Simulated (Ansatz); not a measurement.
A series of calculations on BNH$_{5}$SCl

### Relaxation

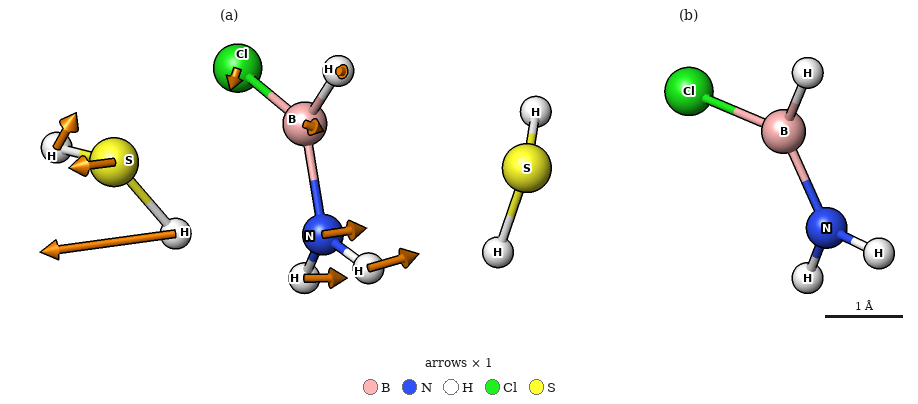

The structure of BNH5SCl before (left) and after (right) a relaxation, at one scale. The orange arrows give the displacements, at their true length.

The picture is a ball-and-stick view, seen at a tilt.

The run prepares an end point of a later path (reaction) calculation, from a guessed geometry.

Method: RHF/def2-SVP (Ansatz 0.2.0). Set-up: no spin polarisation; force threshold 0.03 eV/Å; at most 50 steps.

Summarise the run.

Over 23 accepted moves (27 points after the start) the energy falls by 0.373 eV. The largest force component goes from 2.5 to 0.014 eV/Å. The line search rejected the trial steps at points 5, 9, 12, 18 of the run. The forces were under the threshold at step 10, but the run went on from there. The atom that moves furthest after the best rigid fit is an H atom (1.82 Å). Largest moves by element: H 1.82 Å, S 0.70 Å, N 0.64 Å, Cl 0.32 Å, B 0.31 Å. Near-neighbour distances that change, for instance: B–N 1.464 → 1.382 Å, H–S 1.368 → 1.334 Å, B–Cl 1.779 → 1.793 Å.

Limits of the set-up: the start holds two separate molecules, 2.3 Å apart at their closest, whose relative position is a soft coordinate and is computed without a dispersion correction; Hartree-Fock leaves out electron correlation.

### Relaxation

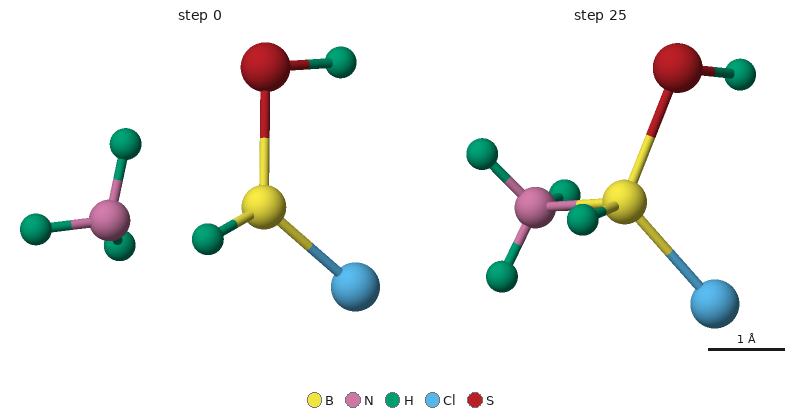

The structure of BNH5SCl before (left) and after (right) a relaxation, at one scale.

The picture is a ball-and-stick view, seen at a tilt.

The run prepares an end point of a later path (reaction) calculation, from a guessed geometry.

Theory: RHF/def2-SVP in Ansatz.

The input:
```yaml
crystal:
  periodic: [false, false, false]
  atoms:
    - { symbol: B, position_ang: [-0.244819, 0.582836, -0.453649] }
    - { symbol: "N", position_ang: [-0.026658, -0.037364, 2.213333] }
    - { symbol: H, position_ang: [-0.754165, -0.494619, 2.734517] }
    - { symbol: H, position_ang: [0.844443, -0.196799, 2.688592] }
    - { symbol: H, position_ang: [0.877793, 0.233473, -0.605137] }
    - { symbol: Cl, position_ang: [-1.580888, -0.470235, -0.925325] }
    - { symbol: S, position_ang: [-0.531943, 2.357233, 0.02872] }
    - { symbol: H, position_ang: [-1.866055, 2.36245, -0.002882] }
    - { symbol: H, position_ang: [-0.211307, 0.973226, 2.218732] }
basis:
  gaussian: { orbitals: def2-SVP }
hamiltonian:
  xc: hf
relax:
  f_tol: 0.03
  max_steps: 50
```

Launched with:
```bash
ansatz run input.yaml --threads 1 --pin off --max-ram 2048MiB --backend cpu --events-out ev --progress --plain --runs-dir out
```

> What changed between the two?

The largest move after the best rigid fit is that of H4, 1.07 Å. Largest moves by element: H 1.07 Å, B 0.65 Å, Cl 0.60 Å, N 0.48 Å, S 0.20 Å. Among the contacts that change: B1–N2 2.747 → 1.646 Å, B1–Cl6 1.765 → 1.866 Å, B1–S7 1.861 → 1.898 Å, N2–H9 1.027 → 1.009 Å. New bonds form, among them: B1–N2 (2.75 → 1.65 Å). Among the angles between lasting bonds that change: H5–B1–Cl6 120.4° → 113.1°, H5–B1–S7 117.4° → 110.1°, Cl6–B1–S7 121.4° → 115.9°. Over 21 accepted moves (25 points after the start) the energy falls by 0.705 eV. Largest force component: 1.1 eV/Å at the start, 0.0043 eV/Å at the end. The line search rejected the trial steps at points 12, 16, 20, 22 of the run. The forces were under the threshold at step 23, but the run went on from there.

Limits of the set-up: the start holds two separate molecules, 2.6 Å apart at their closest, whose relative position is a soft coordinate and is computed without a dispersion correction; Hartree-Fock leaves out electron correlation.

### Path

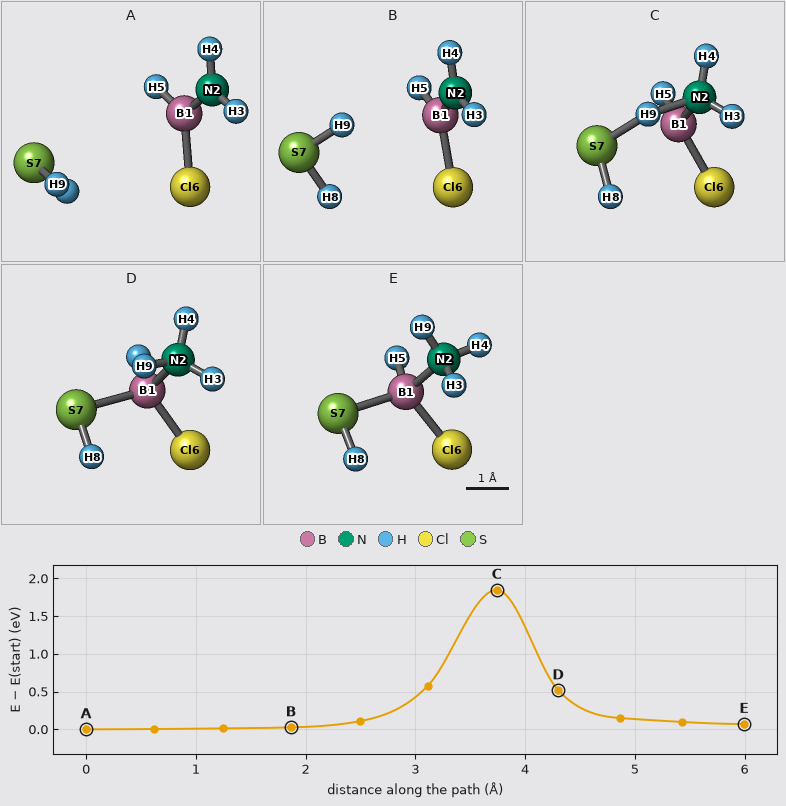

A nudged-elastic-band calculation for BNH₅SCl, made up at the start of BNH3Cl and H$_{2}$S. Images are numbered from 0 (start) to 10 (end). Frames A to E are images 0, 3, 6, 7, 10. A ball-and-stick model, seen from a free direction.

Theory: RHF/def2-SVP in Ansatz 0.2.0. Settings: 9 movable images; climbing image; force threshold 0.05 eV/Å; iteration limit 60; starting path through a guess of the saddle point.

> What happens along the path, and what is the barrier?

The highest point, image 6, lies 1.85 eV above the start and 1.78 eV above the end; the end is at +0.07 eV relative to the start. Breaking: S7–H9 (1.33 → 1.58 at the top → 2.98 Å). Forming: B1–S7 (4.09 → 2.29 at the top → 1.90 Å), N2–H9 (4.64 → 1.37 at the top → 1.01 Å). The band is converged.

Limits of the set-up: the start holds two separate molecules, 3.1 Å apart at their closest, whose relative position is a soft coordinate and is computed without a dispersion correction; Hartree-Fock leaves out electron correlation.
